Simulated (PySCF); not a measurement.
**C7H8F2Si: density, localisation and related maps**

```xyz
18

C     1.2242    2.6312    0.8018
C     0.9707    1.6228    0.2067
C     0.6842    0.4014   -0.5070
F     0.9455    0.6052   -1.8760
Si    1.6783   -1.1323    0.1568
C     0.1010   -1.9464    0.8549
C    -1.0272   -1.1093    0.3325
C    -0.7650    0.0078   -0.3301
C    -1.7790    0.9252   -0.9379
F    -3.0621    0.5418   -0.6386
H     1.4462    3.5110    1.3285
H     2.6478   -0.7238    1.1711
H     2.2659   -1.8361   -0.9794
H    -0.0360   -2.9837    0.5460
H     0.0801   -1.9503    1.9464
H    -2.0418   -1.4340    0.5101
H    -1.6511    1.9494   -0.5654
H    -1.6906    0.9263   -2.0319
```

Geometry: GFN2-xTB.

These are results of PBE0/pcSseg-1, SCF density, gas phase, non-relativistic (PySCF 2.14.0), not measurements.

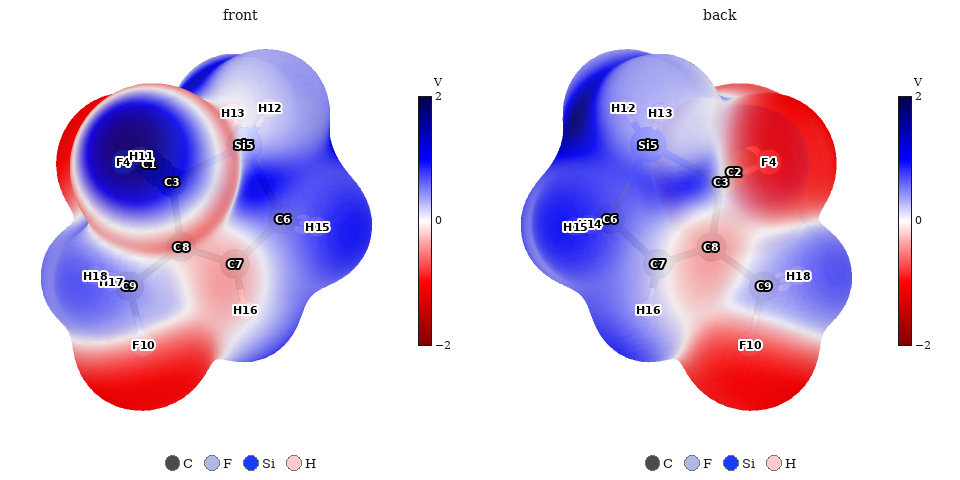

Figure 1. The electrostatic potential painted on the density surface at 0.002 e/bohr³, seen from the front and from behind; red is negative and blue positive.

Which sites attract a positive test charge, and which a negative one?

Answer. A positive charge is drawn to the negative regions and a negative charge to the positive ones. The most negative region (about −1.1 V) lies over F4 and F10, the most positive (about +1.7 V) over Si5 and H11.

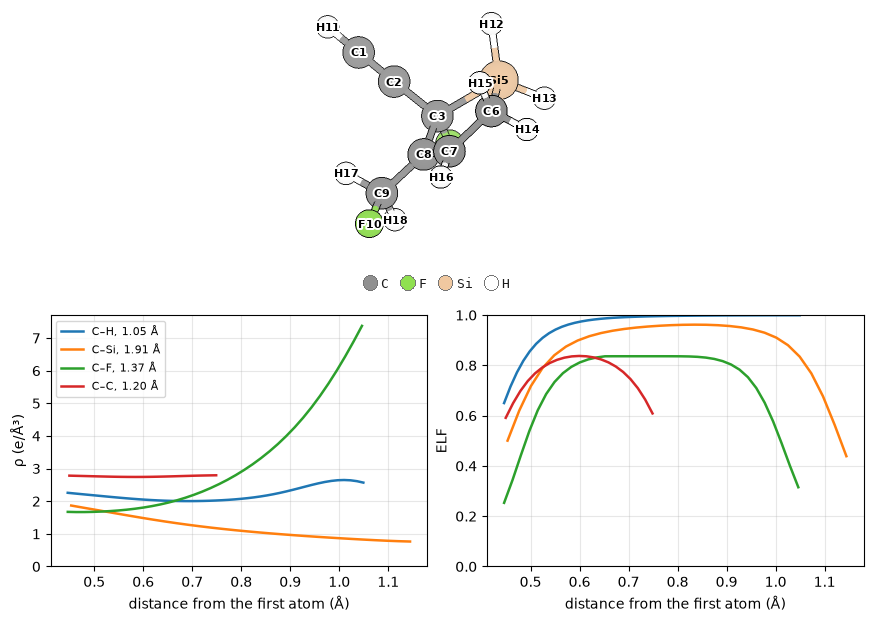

Figure 2. Electron density and ELF along straight lines between neighbouring atoms. The curves leave out the atomic cores. The structure is drawn too.

What kind of bonding do the profiles show?

Answer. C–H (1.05 Å): the density is about 2.1 e/Å³ at the midpoint; the ELF climbs to about 1 towards the hydrogen, as it does in any bond to H (an ordinary covalent bond to hydrogen).
C–Si (1.91 Å): ρ at the midpoint is about 0.91 e/Å³; the ELF peaks at about 0.95 between the atoms; localised, covalent bonding.
C–F (1.37 Å): the density is about 2.1 e/Å³ at the midpoint, with its minimum of 1.7 e/Å³ about 0.5 Å from C; the ELF peaks at about 0.85 between the atoms; a shared but strongly polarised pair.
C–C (1.20 Å): ρ is about 2.7 e/Å³ halfway; the ELF peaks at about 0.85 between the atoms (a multiple bond).
